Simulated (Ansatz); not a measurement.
## CuF₂: structures and their energies

6 relaxations of CuF2 ended in 6 distinct structures. Computed with r2SCAN+rVV10 (plane waves to 500 eV, PAW, scalar-relativistic; Ansatz, a quantum-chemistry and plane-wave program).

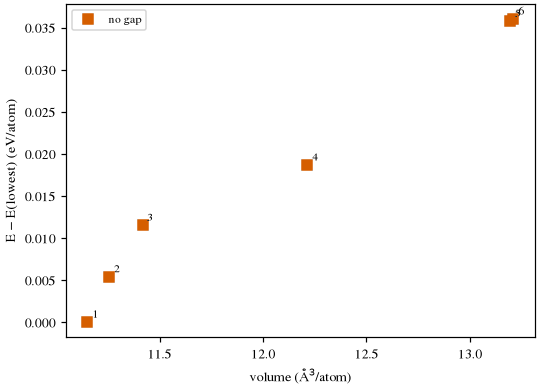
Fig. 1. Energy against volume of the distinct structures, numbered as in the table

| # | space group | Pearson | type | E − E(lowest) (eV/atom) | V (Å³/atom) | coordination | runs ending here | spin order |
|---|---|---|---|---|---|---|---|---|
| 1 | R-3m | hR3 | – | 0.00 | 11.15 | – | 1 | ferromagnetic |
| 2 | P6₃mc | hP6 | – | 0.01 | 11.26 | – | 1 | ferromagnetic |
| 3 | P-3m1 | hP3 | CdI2 type | 0.01 | 11.42 | F 3 (trigonal pyramidal), Cu 6 (octahedral) | 1 | ferromagnetic |
| 4 | P-3m1 | hP6 | – | 0.02 | 12.21 | – | 1 | ferromagnetic |
| 5 | R-3m | hR3 | – | 0.04 | 13.20 | – | 1 | ferromagnetic |
| 6 | P6₃/mmc | hP6 | – | 0.04 | 13.21 | – | 1 | ferromagnetic |

Coordination numbers (neighbours up to the widest gap in distance over summed covalent radii, below 1.35; n+m marks a second, longer set; metal–metal contacts left out). All are gapless at this level. R-3m, hR3, ferromagnetic is the lowest of the structures calculated here, level within the accuracy with P6₃mc, hP6, ferromagnetic.

```cif
data_Cu3F6
_chemical_formula_sum 'F6 Cu3'
_space_group_name_H-M_alt 'R-3m :H'
_space_group_IT_number 166
_space_group_name_Hall '-R 3 2"'
_cell_length_a 3.15040
_cell_length_b 3.15040
_cell_length_c 11.67648
_cell_angle_alpha 90.000
_cell_angle_beta 90.000
_cell_angle_gamma 120.000
loop_
_atom_site_label
_atom_site_type_symbol
_atom_site_symmetry_multiplicity
_atom_site_Wyckoff_symbol
_atom_site_fract_x
_atom_site_fract_y
_atom_site_fract_z
_atom_site_occupancy
F1 F 6 c 0.00000 0.00000 0.24316 1
Cu1 Cu 3 b 0.00000 0.00000 0.50000 1
```
(The calculation used a cell of 3 atoms; values per cell refer to that cell.)

Each run could gain symmetry but not lose that of its start, so entries can be saddle points. All of these are generated cells (placed on structure types, drawn at random, substituted or restacked) that were not matched to a known phase here. Each structure is listed in the lowest spin state found for it. The real structure of this composition may not be among these. Static energies at zero pressure. The runs use different k-meshes, so differences are rounded accordingly. Spin states reached: ferromagnetic; spin orders were not searched systematically. The d or f electrons are treated with no Hubbard U. A magnetic insulating state can be missed without it.
